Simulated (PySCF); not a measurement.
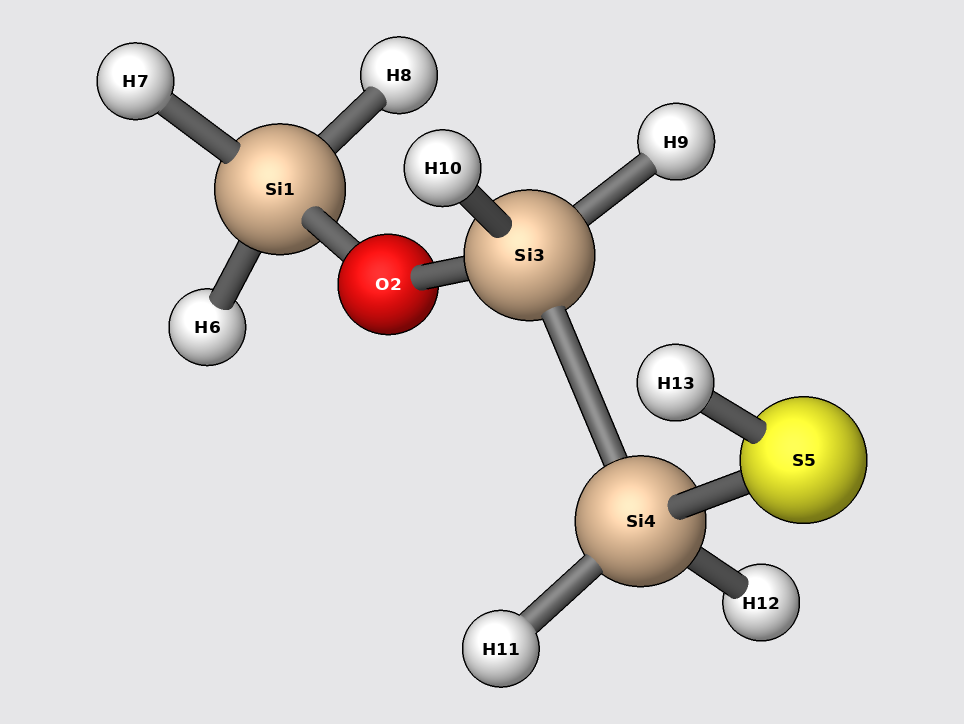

Computed geometry: PBE0-D3(BJ)/def2-SVP optimisation. No frequency run is at hand to confirm it as a minimum. Properties computed with GIAO BP86/pcSseg-1 NMR shielding, non-relativistic, gas phase (PySCF 2.14.0). Principal shieldings σ11 ≤ σ22 ≤ σ33, span Ω = σ33 − σ11, skew κ = 3(σiso − σ22)/Ω.

Give the shielding tensors of the S atoms.

```csv
atom,σ11,σ22,σ33,σiso,Ω,κ
S5,658.6,694.2,983.4,778.7,324.8,0.78
```

Shieldings and span in ppm.
